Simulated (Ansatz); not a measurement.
How far to go with the k-point mesh: PbBrF (P4mm, 6 atoms in the cell)

```
PbBrF
1.0
    4.19761     0.00000     0.00000
    0.00000     4.19761     0.00000
    0.00000     0.00000     7.68533
Pb Br F
2 2 2
Direct
  0.00000   0.50000   0.81591
  0.50000   0.00000   0.19060
  0.50000   0.00000   0.65273
  0.00000   0.50000   0.34727
  0.50000   0.50000   0.00000
  0.00000   0.00000   0.00000
```

Method: PBEsol, default PAW files made with PBE (plane waves; Ansatz, a quantum-chemistry and plane-wave program).

Base settings: basis.ecutwfc = 420 eV; kpoints.mp_grid.grid = 6 6 4; hamiltonian.xc = pbesol; hamiltonian.pseudopotentials = {kind: paw} (the program's default PAW files); scf.occupations.method = fermi_dirac; scf.occupations.width = 0.05 eV.

The second cell is the first with its lattice scaled by 0.98.

Only quantities that move along the ladder and can be compared are tabulated.

The count of work is k-points × plane waves × bands × iterations; it is no time. Core times come from one kind of shared machine, to one figure; runs under 30 s give none.

The starting cell comes from a database of computed structures (which also holds hypothetical and non-ambient phases and stackings), without a prior relaxation at this level. Its lattice was rescaled by up to half a per cent. One atom was moved a little off its site on purpose. Spin-orbit coupling is off. Ansatz's pressure includes its estimate of the finite-basis (Pulay) stress.

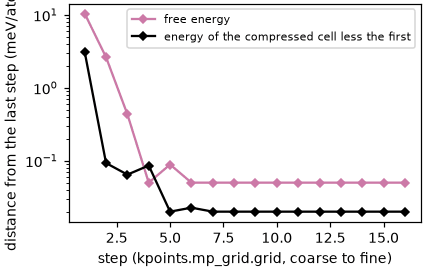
Figure: Distance from the last step along the ladder; very small values are drawn at a floor.

```tsv
kpoints.mp_grid.grid	free energy less the last step's (meV/atom)	energy of the compressed cell less the first (meV/atom)	pressure (GPa)	largest difference of a force vector from the last step's (eV/Å)	gap on the mesh (eV)	count of work / last	core time / last (rough)
2 2 1	10.44	4.43	-1.17	0.206	3.573	0.011	–
3 3 2	2.63	1.42	-1.51	0.032	2.378	0.022	–
4 4 2	0.43	1.27	-1.52	0.006	2.387	0.044	–
4 4 3	-0.02	1.24	-1.53	0.006	2.677	0.044	–
5 5 3	0.09	1.34	-1.52	0.001	2.677	0.044	–
6 6 3	0.00	1.31	-1.52	0.000	2.677	0.074	–
6 6 4	0.00	1.33	-1.52	0.000	2.389	0.11	–
7 7 4	0.01	1.32	-1.52	0.000	2.389	0.11	–
8 8 4	0.00	1.33	-1.52	0.000	2.389	0.17	–
8 8 5	0.00	1.34	-1.52	0.000	2.498	0.17	–
9 9 5	0.01	1.33	-1.52	0.000	2.498	0.17	–
10 10 6	0.00	1.33	-1.52	0.000	2.389	0.31	0.3
11 11 6	0.00	1.33	-1.52	0.000	2.389	0.31	0.3
13 13 7	0.00	1.33	-1.52	0.000	2.445	0.41	0.4
14 14 8	0.00	1.33	-1.52	0.000	2.389	0.67	0.6
15 15 9	0.00	1.33	-1.52	0.000	2.423	0.67	0.7
17 17 10	0.00	1.33	-1.52	0.000	2.389	1.0	1
```

Coarsest kpoints.mp_grid.grid that holds the pressure within 0.05 GPa of the last step, with all finer ones: 3 3 2, at 0.022 of the last step's count of work; the step before is off by 0.35 GPa.

Coarsest kpoints.mp_grid.grid that holds the free energy within 0.5 meV/atom of the last step, with all finer ones: 4 4 2, at 0.044 of the last step's count of work; the step before is off by 2.6 meV/atom.

Coarsest kpoints.mp_grid.grid that holds the energy of the compressed cell less the first within 1 meV/atom of the last step, with all finer ones: 3 3 2, at 0.022 of the last step's count of work; the step before is off by 3.1 meV/atom.

The energy difference between the two cells stays within 1 meV/atom of the last step's from 3 3 2 on, the total only from 4 4 2 on: much of the error is common to both cells and cancels.

The gap on the mesh jumps up and down from mesh to mesh; it is no smooth measure of convergence.

Keys are those of Ansatz 0.2.
